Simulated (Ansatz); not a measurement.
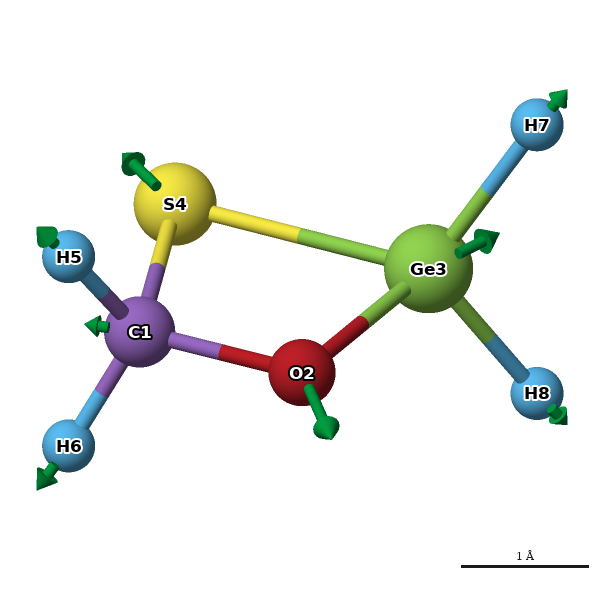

Arrows show the forces on the atoms, 1 Å of arrow for 1 eV/Å; forces under a tenth of the largest aren't drawn. Level of theory: PBE-D4/def2-TZVPP (Ansatz 0.2.0).

**On which atom is the force largest, and how large is it?**

On O2: 0.76 eV/Å.

**Which bond do the forces act along most?**

O2–Ge3, now 1.800 Å: the forces push its atoms apart, so a first step downhill lengthens it.

List the force components in the frame of the picture (x right, y up, z towards the viewer), in eV/Å.

```json
{"atom": "C1", "Fx": "−0.20", "Fy": "0.03", "Fz": "−0.04"}
{"atom": "O2", "Fx": "0.18", "Fy": "−0.41", "Fz": "0.62"}
{"atom": "Ge3", "Fx": "0.33", "Fy": "0.17", "Fz": "−0.25"}
{"atom": "S4", "Fx": "−0.27", "Fy": "0.26", "Fz": "−0.40"}
{"atom": "H5", "Fx": "−0.15", "Fy": "0.14", "Fz": "0.17"}
{"atom": "H6", "Fx": "−0.15", "Fy": "−0.21", "Fz": "−0.06"}
{"atom": "H7", "Fx": "0.13", "Fy": "0.15", "Fz": "0.08"}
{"atom": "H8", "Fx": "0.13", "Fy": "−0.13", "Fz": "−0.11"}
```
